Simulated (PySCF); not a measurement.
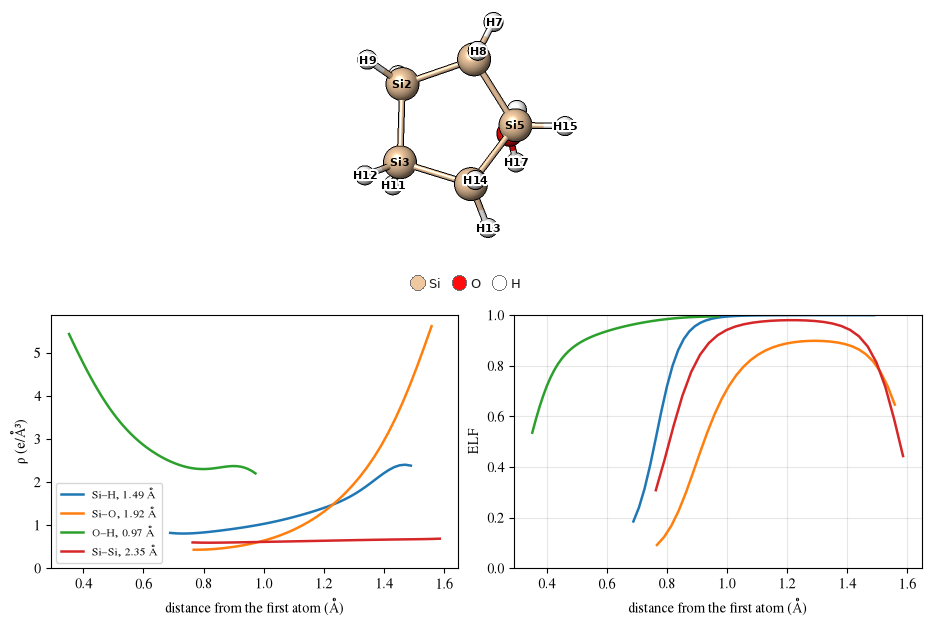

H11OSi5 (SMILES [OH2+][SiH]1[SiH2][SiH2][SiH2][SiH2]1) (charge +1). Electron density and ELF along straight lines between neighbouring atoms. The curves leave out the atomic cores. The structure is drawn too.

Geometry: PBE0-D3(BJ)/def2-SVP.

All numbers below come from PBE0/pcSseg-1, SCF density, gas phase, non-relativistic (PySCF 2.14.0).

```yaml
atoms:
  - { symbol: Si, position_ang: [0.0177, -2.1042, 0.0829] }
  - { symbol: Si, position_ang: [0.3461, -0.7718, -1.8386] }
  - { symbol: Si, position_ang: [0.9982, 1.3830, -1.0949] }
  - { symbol: Si, position_ang: [0.9859, 1.3434, 1.2670] }
  - { symbol: Si, position_ang: [-0.4795, -0.4475, 1.6722] }
  - { symbol: O, position_ang: [-2.1066, 0.2590, 0.9435] }
  - { symbol: H, position_ang: [-1.0777, -3.1150, 0.0053] }
  - { symbol: H, position_ang: [1.2834, -2.7016, 0.6043] }
  - { symbol: H, position_ang: [1.3608, -1.4007, -2.7307] }
  - { symbol: H, position_ang: [-0.9756, -0.6657, -2.5289] }
  - { symbol: H, position_ang: [-0.0294, 2.3786, -1.5268] }
  - { symbol: H, position_ang: [2.3508, 1.7692, -1.5874] }
  - { symbol: H, position_ang: [0.5042, 2.5846, 1.9420] }
  - { symbol: H, position_ang: [2.2743, 0.8646, 1.8515] }
  - { symbol: H, position_ang: [-0.9603, -0.7811, 3.0417] }
  - { symbol: H, position_ang: [-2.8529, -0.3244, 0.7234] }
  - { symbol: H, position_ang: [-2.4505, 1.1222, 1.2307] }
```

**Compare the contacts.**

Si–H (1.49 Å): ρ is about 0.8 e/Å³ halfway; the ELF climbs to about 1 towards the hydrogen, as it does in any bond to H.
Si–O (1.92 Å): ρ is about 0.57 e/Å³ halfway; the ELF peaks at about 0.90 in the valence shell of O, 0.6 Å from its nucleus, and is about 0.60 at the midpoint.
O–H (0.97 Å): the density is about 3.7 e/Å³ at the midpoint; the ELF climbs to about 1 towards the hydrogen (a covalent bond by its length).
Si–Si (2.35 Å): ρ at the midpoint is about 0.63 e/Å³; the ELF peaks at about 1 between the atoms: a shared electron pair.
